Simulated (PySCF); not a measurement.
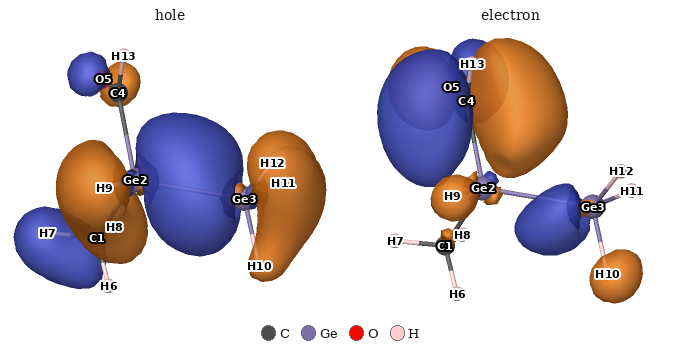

C₂H₈Ge₂O, SMILES `[CH3][GeH]([GeH3])[CH]=O`. Leading natural transition orbital pair of S₂ (TDA singlet states); the surfaces enclose about 85 % of each orbital's density.

Level of theory: PBE0/def2-SVP (PySCF), at a geometry from GFN2-xTB. No frequency check shows the geometry to be a minimum. GFN2-xTB bond lengths at metals and heavier atoms can be off by up to 0.1 Å and shapes distorted, which carries into these values. Without diffuse functions Rydberg states are missing, so the states' numbers hold for this basis only.

Coordinates in Å:

```
C1      -1.2416   -1.8619   -0.5984
Ge2     -0.5399   -0.3255    0.4264
Ge3      1.7281    0.2378   -0.1563
C4      -1.7717    1.2362    0.1911
O5      -2.5528    1.3110   -0.7168
H6      -0.5549   -2.7045   -0.5683
H7      -2.2019   -2.1805   -0.2017
H8      -1.3841   -1.5680   -1.6359
H9      -0.5603   -0.6409    1.9182
H10      2.6481   -0.9470   -0.1203
H11      1.8750    0.8033   -1.5371
H12      2.3615    1.2475    0.7535
H13     -1.7014    2.0627    0.9284
```

Q: Give its energy and the atoms that hole and electron lie on.

A: 6.02 eV (206 nm), f = 0.034; the leading pair carries 80 %; hole on Ge2 (29 %), Ge3 (26 %) and O5 (10 %), electron on C4 (35 %), O5 (26 %) and Ge2 (15 %) (shares are of the whole state, not of the leading pair alone); their centroids lie 1.4 Å apart. In canonical orbitals it is mainly HOMO−1 → LUMO (79 %). The HOMO–LUMO gap is 5.46 eV.
